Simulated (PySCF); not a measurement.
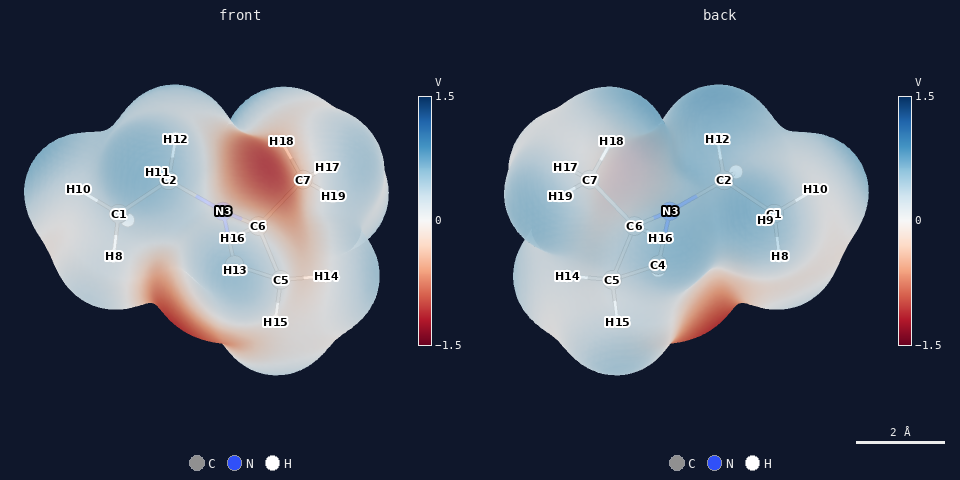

Figure 1: C6H12N (doublet). The electrostatic potential painted on the density surface at 0.002 e/bohr³, seen from the front and from behind; red is negative and blue positive.

Geometry: GFN2-xTB.

Method: PySCF, UKS B3LYP, pcH-1 on C H N, non-relativistic, mean-field spin-orbit, GIAO.

```xyz
19

C     2.3596   -0.4518   -0.1672
C     1.3893    0.1603    0.8502
N     0.1202    0.5287    0.2953
C    -0.1135    1.4738   -0.7101
C    -1.3393    0.7522   -1.1846
C    -0.8885   -0.3815   -0.2405
C    -1.8891   -0.8582    0.7976
H     2.4944    0.2360   -0.9986
H     1.9732   -1.3929   -0.5518
H     3.3230   -0.6379    0.2997
H     1.8360    1.0670    1.2707
H     1.2088   -0.5482    1.6652
H     0.0502    2.5268   -0.5626
H    -2.2991    1.1996   -0.9110
H    -1.3629    0.4986   -2.2456
H    -0.4613   -1.2388   -0.7752
H    -2.2784   -0.0086    1.3533
H    -1.4171   -1.5450    1.4970
H    -2.7154   -1.3708    0.3108
```

Which sites attract a positive test charge, and which a negative one?

A positive charge is drawn to the negative regions and a negative charge to the positive ones. The most negative region (about −1.1 V) lies over N3 and C4, the most positive (about +0.7 V) over H9, H12 and H18.
